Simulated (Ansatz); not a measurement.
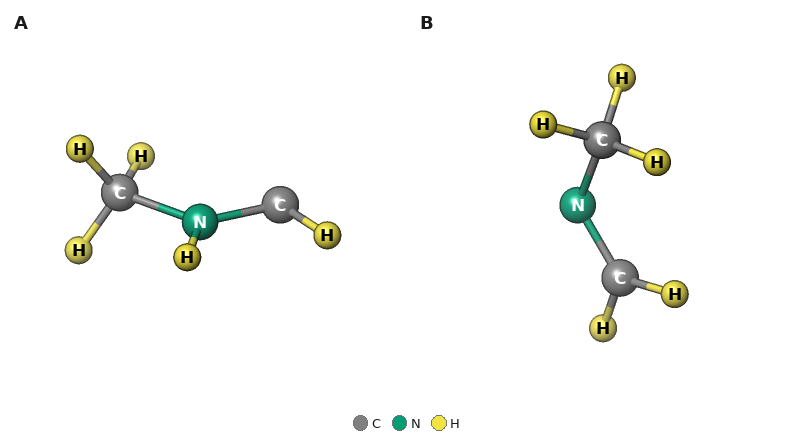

2 stationary structures of one formula. Geometries: PBE0-D4/def2-TZVP. Electronic energies: RHF-CCSD(T) (frozen core)/def2-TZVPP (Ansatz 0.2.0), without zero-point energy. No frequency run is at hand to confirm each as a minimum. Each is one conformer, not always the lowest.

Which structure is the most stable?

Answer. B is lowest (Cs); A lies 1.522 eV above it (Cs).

Give E(B) − E(A) in eV at these levels too: RHF-CCSD(T) (frozen core)/def2-TZVPP; ωB97M-V/def2-TZVPP; PBE0-D4/def2-TZVP; r2SCAN-D4/def2-TZVPP; PBE-D4/def2-TZVPP; B3LYP-D4/def2-TZVPP; PBE0-D4/def2-TZVPP.

| level | E(B) − E(A) (eV) |
| --- | --- |
| RHF-CCSD(T) (frozen core)/def2-TZVPP | −1.522 |
| ωB97M-V/def2-TZVPP | −1.438 |
| PBE0-D4/def2-TZVP | −1.523 |
| r2SCAN-D4/def2-TZVPP | −1.541 |
| PBE-D4/def2-TZVPP | −1.531 |
| B3LYP-D4/def2-TZVPP | −1.501 |
| PBE0-D4/def2-TZVPP | −1.508 |
